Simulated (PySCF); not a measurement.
## Run report: CH8O2Si2, single-point calculation

System: CH8O2Si2, SMILES CO[SiH2]O[SiH3].
Method: BLYP/cc-pVDZ, RKS (PySCF 2.14.0).

A bond length was changed on purpose from its optimised value.

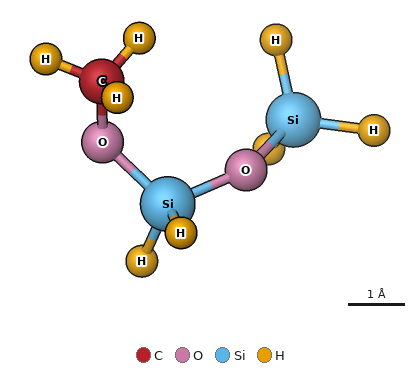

The input geometry (ball-and-stick view, seen at a tilt).

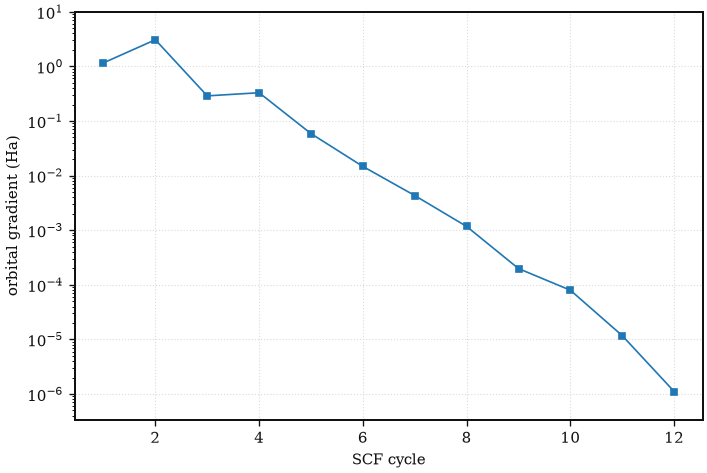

Convergence of the self-consistent field: orbital gradient against the SCF cycle. The residual comes down, with one marked jump up, by a factor of about 2.5, at step 2.

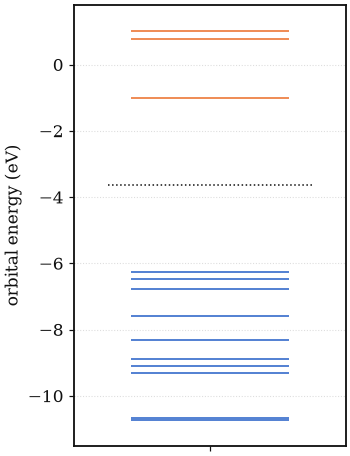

Orbital energies near the frontier; the dotted line parts filled from empty levels, and levels within 0.02 eV of each other stand side by side. Highest filled −6.27 eV, lowest empty −1.00 eV, 5.27 eV apart.

The input that produced these results follows, with the program's output.

### The input (input.py)
```python
from pyscf import gto, dft

molecule = gto.M(
    atom='input.xyz',
    basis='cc-pvdz',
    max_memory=1860,
    spin=0,
    charge=0,
    verbose=4,
)

ks = dft.RKS(molecule, xc='blyp')
ks.conv_tol = 1e-10
ks.grids.level = 5
ks.kernel()
if not ks.converged:
    ks = ks.newton().run(ks.mo_coeff, ks.mo_occ)

e_final = ks.e_tot
print('E(%s) = %.9f' % ('BLYP', e_final))
```

### File input.xyz
```
13
CH8O2Si2
C     -1.138889    -0.666134     1.909984
O     -0.104089    -1.280334     1.174784
Si     1.257011    -0.512334     0.702984
O      0.956711     0.650566    -0.402216
Si     0.200600     0.997400    -2.090500
H     -1.762589    -1.448634     2.344984
H     -0.744389    -0.044134     2.722084
H     -1.762889    -0.041234     1.263084
H      2.118211    -1.562434     0.117684
H      1.883911     0.173466     1.859984
H      0.728600     2.293900    -2.579800
H      0.554700    -0.080200    -3.051400
H     -1.278900     1.078100    -1.975300
```

Launched with:
```bash
OMP_NUM_THREADS=1 python input.py
```

### Output
```
PySCF version 2.14.0

[INPUT] num. atoms = 13
[INPUT] num. electrons = 58
[INPUT] charge = 0
[INPUT] spin (= nelec alpha-beta = 2S) = 0
[INPUT] symmetry False subgroup None
[INPUT] Mole.unit = angstrom
[INPUT] Symbol           X                Y                Z      unit          X                Y                Z       unit  Magmom
[INPUT]  1 C     -1.138889000000  -0.666134000000   1.909984000000 AA   -2.152188296280  -1.258810822261   3.609346662301 Bohr   0.0
[INPUT]  2 O     -0.104089000000  -1.280334000000   1.174784000000 AA   -0.196699702580  -2.419480607969   2.220020015521 Bohr   0.0
[INPUT]  3 Si     1.257011000000  -0.512334000000   0.702984000000 AA    2.375406525566  -0.968170944303   1.328447229951 Bohr   0.0
[INPUT]  4 O      0.956711000000   0.650566000000  -0.402216000000 AA    1.807921770359   1.229391565954  -0.760078082918 Bohr   0.0
[INPUT]  5 Si     0.200600000000   0.997400000000  -2.090500000000 AA    0.379079060588   1.884812836641  -3.950472463403 Bohr   0.0
[INPUT]  6 H     -1.762589000000  -1.448634000000   2.344984000000 AA   -3.330810480171  -2.737521514733   4.431377526487 Bohr   0.0
[INPUT]  7 H     -0.744389000000  -0.044134000000   2.722084000000 AA   -1.406691340139  -0.083401172782   5.143993248061 Bohr   0.0
[INPUT]  8 H     -1.762889000000  -0.041234000000   1.263084000000 AA   -3.331377398008  -0.077920967020   2.386882832320 Bohr   0.0
[INPUT]  9 H      2.118211000000  -1.562434000000   0.117684000000 AA    4.002838664041  -2.952572347709   0.222390529243 Bohr   0.0
[INPUT] 10 H      1.883911000000   0.173466000000   1.859984000000 AA    3.560075833055   0.327803231924   3.514860356073 Bohr   0.0
[INPUT] 11 H      0.728600000000   2.293900000000  -2.579800000000 AA    1.376854454358   4.334842757140  -4.875115456153 Bohr   0.0
[INPUT] 12 H      0.554700000000  -0.080200000000  -3.051400000000 AA    1.048231081296  -0.151556035190  -5.766310296498 Bohr   0.0
[INPUT] 13 H     -1.278900000000   1.078100000000  -1.975300000000 AA   -2.416770740706   2.037313734894  -3.732776013853 Bohr   0.0

nuclear repulsion = 300.399293254865
number of shells = 49
number of NR pGTOs = 216
number of NR cGTOs = 118
basis = cc-pvdz
ecp = {}

******** <class 'pyscf.dft.rks.RKS'> ********
method = RKS
initial guess = minao
damping factor = 0
level_shift factor = 0
DIIS = <class 'pyscf.scf.diis.CDIIS'>
diis_start_cycle = 1
diis_space = 8
diis_damp = 0
SCF conv_tol = 1e-10
SCF conv_tol_grad = None
SCF max_cycles = 50
direct_scf = True
direct_scf_tol = 1e-13
XC library pyscf.dft.libxc version 7.0.0
    S. Lehtola, C. Steigemann, M. J.T. Oliveira, and M. A.L. Marques.,  SoftwareX 7, 1–5 (2018)
XC functionals = blyp
    A. D. Becke.,  Phys. Rev. A 38, 3098 (1988)
    C. Lee, W. Yang, and R. G. Parr.,  Phys. Rev. B 37, 785 (1988)
    B. Miehlich, A. Savin, H. Stoll, and H. Preuss.,  Chem. Phys. Lett. 157, 200 (1989)
radial grids:
    Treutler-Ahlrichs [JCP 102, 346 (1995); DOI:10.1063/1.469408] (M4) radial grids

becke partition: Becke, JCP 88, 2547 (1988); DOI:10.1063/1.454033
pruning grids: <function nwchem_prune>
grids dens level: 5
symmetrized grids: False
atomic radii adjust function: <function treutler_atomic_radii_adjust>
small_rho_cutoff = 0
Set gradient conv threshold to 1e-05
Initial guess from minao.
tot grids = 404360
init E= -772.477792779307
  HOMO = -0.33281824574328  LUMO = -0.0753141748642174  gap/eV = 7.00704
cycle= 1 E= -772.082459661998  delta_E= 0.395  |g|= 1.16  |ddm|= 2.95
  HOMO = -0.0373967387183307  LUMO = 0.00723591323857553  gap/eV = 1.21452
cycle= 2 E= -770.210038167317  delta_E= 1.87  |g|= 3.07  |ddm|= 4.39
  HOMO = -0.239640237453298  LUMO = -0.0400657400797599  gap/eV = 5.43070
cycle= 3 E= -772.322349581103  delta_E= -2.11  |g|= 0.288  |ddm|= 3.88
  HOMO = -0.22295559435977  LUMO = -0.0297205603671089  gap/eV = 5.25819
cycle= 4 E= -772.323151170579  delta_E= -0.000802  |g|= 0.329  |ddm|= 0.526
  HOMO = -0.223665687632314  LUMO = -0.0367363644868424  gap/eV = 5.08661
cycle= 5 E= -772.343746116668  delta_E= -0.0206  |g|= 0.0587  |ddm|= 0.268
  HOMO = -0.229892220274743  LUMO = -0.03728997000947  gap/eV = 5.24097
cycle= 6 E= -772.344601128644  delta_E= -0.000855  |g|= 0.0147  |ddm|= 0.0624
  HOMO = -0.230478780076023  LUMO = -0.0369947451090491  gap/eV = 5.26497
cycle= 7 E= -772.344651210893  delta_E= -5.01e-05  |g|= 0.00431  |ddm|= 0.0133
  HOMO = -0.230388643626578  LUMO = -0.0368592952877465  gap/eV = 5.26620
cycle= 8 E= -772.34465501462  delta_E= -3.8e-06  |g|= 0.00117  |ddm|= 0.00342
  HOMO = -0.230533503800474  LUMO = -0.0369096330106244  gap/eV = 5.26877
cycle= 9 E= -772.344655352143  delta_E= -3.38e-07  |g|= 0.000198  |ddm|= 0.00129
  HOMO = -0.230546877485812  LUMO = -0.0369380151660752  gap/eV = 5.26837
cycle= 10 E= -772.344655359889  delta_E= -7.75e-09  |g|= 7.95e-05  |ddm|= 0.00028
  HOMO = -0.230543831208935  LUMO = -0.0369255157767596  gap/eV = 5.26862
cycle= 11 E= -772.34465536183  delta_E= -1.94e-09  |g|= 1.17e-05  |ddm|= 0.000101
  HOMO = -0.230543529269271  LUMO = -0.0369260930339945  gap/eV = 5.26860
cycle= 12 E= -772.344655361874  delta_E= -4.37e-11  |g|= 1.11e-06  |ddm|= 1.35e-05
  HOMO = -0.230543370993512  LUMO = -0.0369259695247055  gap/eV = 5.26860
Extra cycle  E= -772.34465536187  delta_E= 3.64e-12  |g|= 1.84e-06  |ddm|= 3.19e-06
converged SCF energy = -772.34465536187
E(BLYP) = -772.344655362
```

### Results in brief

| quantity | value |
| --- | --- |
| outcome | converged |
| total energy | −772.344655 hartree |
| basis functions | 118 |
| HOMO | −6.27 eV |
| LUMO | −1.00 eV |
| dipole moment | 1.70 D |
| hardware | 1 thread of Intel Xeon @ 2.50GHz (Skylake/Cascade Lake), 189 GiB of memory available, shared host |
| wall time | 91 s |
| peak memory | 0.67 GiB |
